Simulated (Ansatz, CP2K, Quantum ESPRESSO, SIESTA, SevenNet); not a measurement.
**Amorphous HfO2 at 8.88 g/cm³ (84 atoms): relaxed, then solved by several programs**

Aim: relax amorphous HfO2 at 8.88 g/cm³ (84 atoms), then compare forces, pressure and levels from several programs at that geometry.

These are calculated values.

## Step 1: The cell

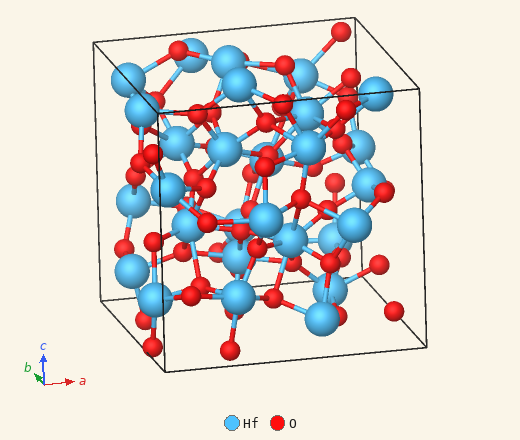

The cell (hafnium blue, oxygen red). Bonds to atoms that aren't drawn are left out.

The cell holds 84 atoms (28 Hf and 56 O), with edges of 10.33, 10.33 and 10.33 Å. Recipe: 84 atoms (28 Zr, 56 O) placed at random at 5.2 g/cm³, melted at 5000 K for 10 ps at fixed volume with the Morse and Coulomb pair potential with partial charges (Pedone, Malavasi, Menziani, Cormack and Segre, J. Phys. Chem. B 110, 11780 (2006)). Quenched from 5000 K to 300 K at 50 K/ps and fixed volume, held 5 ps, then minimised at fixed cell. Then Zr was replaced by Hf at the same volume (the potential has no terms for Hf, so the cell is a start for a DFT relaxation). Then the atoms were relaxed with SevenNet 0 in the fixed cell. Then the atoms were relaxed with CP2K double zeta, PBE.

## Step 2: The relaxation

CP2K double zeta (DZVP-MOLOPT-SR, GTH-PBE potentials, 480 Ry; k-points Γ) took 21 geometry steps and reached its thresholds. It started from the geometry that SevenNet 0 had relaxed.

Run time: 16 min. Hardware: 8 threads of Arm Neoverse V1, shared host; peak memory 2 GiB; 1.7 h of CPU time.

```tsv
	before	after
energy (meV/atom)	0	-3.7
Hf-O bonds under 2.88 Å	177 at 2.163 Å	177 at 2.162 Å
```

Atoms moved by 0.04 Å r.m.s. and 0.11 Å at most, with the common shift taken off.

## Step 3: Local order after relaxation

Density 8.88 g/cm³, 13.12 Å³ an atom.

Pair distribution functions g(r), in bins of 0.2 Å:

```tsv
r (Å)	total	O-O	O-Hf	Hf-Hf
1.90	0.29	0.00	0.66	0.00
2.10	3.24	0.00	7.28	0.00
2.30	1.06	0.05	2.33	0.00
2.50	0.48	0.74	0.35	0.00
2.70	1.14	2.46	0.11	0.00
2.90	1.17	2.59	0.03	0.00
3.10	0.88	1.79	0.12	0.34
3.30	0.94	1.12	0.33	2.67
3.50	0.84	0.78	0.55	2.29
3.70	1.01	0.47	1.21	2.37
3.90	0.93	0.72	0.89	1.92
4.10	1.17	1.08	1.18	1.41
4.30	0.98	0.72	1.30	0.72
4.50	0.88	0.64	1.29	0.17
4.70	1.10	0.66	1.66	0.66
4.90	1.02	0.92	1.21	0.73
5.10	1.02	1.23	0.89	0.73
```

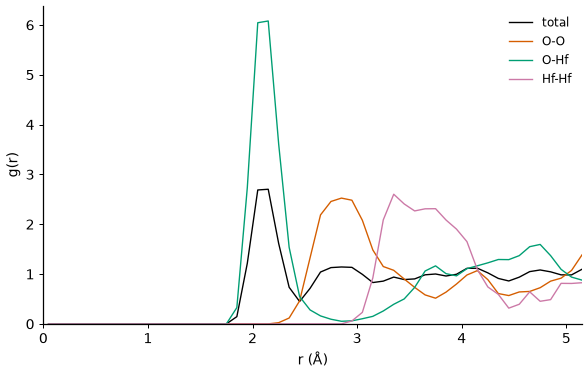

Pair distribution functions, lightly smoothed.

Bonds by pair of elements; cutoffs follow the first minimum of g(r), held within bounds set by covalent radii, and pairs that aren't listed don't count as bonded:

```tsv
pair A-B	cutoff (Å)	bonds	mean length (Å)	spread (Å)	shortest (Å)	B about A	A about B
O-Hf	2.88	177	2.16	0.146	1.91	3.16	6.32
```

How many atoms have how many bonded neighbours:

```tsv
element	mean	2	3	4	6	7	8
Hf	6.32	0	0	0	20	7	1
O	3.16	3	41	12	0	0	0
```

Bond angles (no mean is given where the spread exceeds 20°):

```tsv
angle	count	mean (°)	spread (°)
O-Hf-O	475	-	-
Hf-O-Hf	198	115	17.1
```

Bond length by coordination (bonds to H left out):

```tsv
element	coordination	atoms	mean bond length (Å)
Hf	6	20	2.14
Hf	7	7	2.20
Hf	8	1	2.27
O	2	3	1.97
O	3	41	2.13
O	4	12	2.27
```

First main peaks of g(r), for some of the pairs, lie near 2.9 Å (O-O) and 2.1 Å (O-Hf). Counting bonds as in the table, 71 % of Hf atoms have 6 and 73 % of O atoms have 3 bonded neighbours. Bonds at O atoms with 2 neighbours average 1.97 Å, against 2.27 Å at those with 4.

## Step 4: The plane-wave reference

Quantum ESPRESSO 7.5: Kohn-Sham DFT, PBE, SSSP efficiency 1.3.0 pseudopotentials, plane waves. Its input for the relaxed cell:

```
&control
  calculation = 'scf'
  pseudo_dir = './pseudo'
  outdir = './tmp'
  disk_io = 'none'
  tprnfor = .true.
  tstress = .true.
/
&system
  ibrav = 0
  nat = 84
  ntyp = 2
  ecutwfc = 60
  ecutrho = 480
  nosym = .true.
  occupations = 'smearing'
  smearing = 'fd'
  degauss = 0.003675
/
&electrons
  conv_thr = 4.2e-07
  electron_maxstep = 100
  mixing_beta = 0.4
  mixing_mode = 'plain'
  diagonalization = 'david'
/
ATOMIC_SPECIES
Hf 178.490 Hf.upf
O 15.999 O.upf
CELL_PARAMETERS angstrom
10.32830 0.00000 0.00000
0.00000 10.32830 0.00000
0.00000 0.00000 10.32830
ATOMIC_POSITIONS crystal
Hf 0.88975 0.38280 0.53360
Hf 0.75543 0.86555 0.83515
Hf 0.68399 0.48961 0.79787
[... 79 atom lines left out ...]
O 0.50660 0.68200 0.38996
O 0.57664 0.16612 0.56870
K_POINTS gamma
```

Elapsed: 2.2 min, on 8 MPI ranks of Arm Neoverse V1, shared host; peak memory 4.2 GiB.

## Step 5: Side by side

CPU times are from a shared host and are rough.

| level | basis or training data | k-points | own r.m.s. force (meV/Å) | difference from the reference (meV/Å) | pressure (GPa) | Kohn-Sham gap (eV) | CPU time | memory (GiB) |
| --- | --- | --- | --- | --- | --- | --- | --- | --- |
| QE, PBE | plane waves, SSSP efficiency, 60/480 Ry | Γ | 119 | - | -4.35 | 3.82 | 18 min | 4.2 |
| CP2K triple zeta, PBE | TZV2P-UZH, GTH-PBE potentials, 600 Ry | Γ | 75 | 96 | -7.60 | 3.87 | 15 min | 7.5 |
| SIESTA DZP, PBE | DZP orbitals, shift 0.01 Ry, mesh 400 Ry | Γ | 216 | 120 | -2.43 | 3.61 | 5.6 min | 2.0 |
| SevenNet 0 | trained on PBE(+U) plane-wave data | - | 151 | 89 | -4.61 | - | 9.2 s | 0.94 |

The gap is the spacing of the highest filled and lowest empty Kohn-Sham level on the mesh; a dash marks partly filled levels, a spacing under 0.15 eV or a method without such levels.

## Step 6: Findings

Relaxation in the fixed cell lowers the energy by 4 meV/atom at its own level and moves atoms by up to 0.11 Å. The reference finds an r.m.s. force of 119 meV/Å there and a pressure of -4.35 GPa, at a geometry that CP2K double zeta made. Forces differ from the reference's by 89 meV/Å (SevenNet 0), 96 meV/Å (CP2K triple zeta, PBE) and 120 meV/Å (SIESTA DZP, PBE).

CP2K double zeta is at its own minimum here, so the reference's force is itself a measure of how the two differ. Pressures lie -0.3 GPa (SevenNet 0), -3.3 GPa (CP2K triple zeta, PBE) and +1.9 GPa (SIESTA DZP, PBE) from the reference's. The highest filled and lowest empty levels lie 3.82 eV apart in the reference, against 3.87 eV in CP2K triple zeta, PBE and 3.61 eV in SIESTA DZP, PBE. Counting bonds as in the table, 71 % of Hf atoms have 6 and 73 % of O atoms have 3 bonded neighbours.

Caveats: The density was set by the recipe and held. One sample of a disordered cell; defect or tail levels can set the gap. Gaps are read on the mesh, which holds the band edges only if they fold onto it, and semilocal functionals tend to put them under measured ones. The quench rate of 50 K/ps is many orders above laboratory rates, so the cell is likely richer in defects and strain than a real sample. The reference samples only Γ, in a cell whose shortest periodic width is 10 Å. Spin–orbit coupling is left out, which matters for the levels of the heavy elements. The plane-wave runs aren't exact: their cutoffs and mesh weren't converged further here. SIESTA's automatically made basis is far from complete, and its potentials were converted by us (checked for H, C, O, Si, Ge and Ca alone). Where levels are smeared, the DFT runs use Fermi–Dirac occupations at 580 K (0.05 eV), and energies are free energies.

[Logs are printed without paths, hosts, clocks, repeated set-up lines and the standing remarks that a program may print on its own settings, such as how far it seeks lower states.]

[Hosts, paths, dates, database ids (printed as entryN), source tags and the programs' standing remarks are cut or masked in the printed files.]
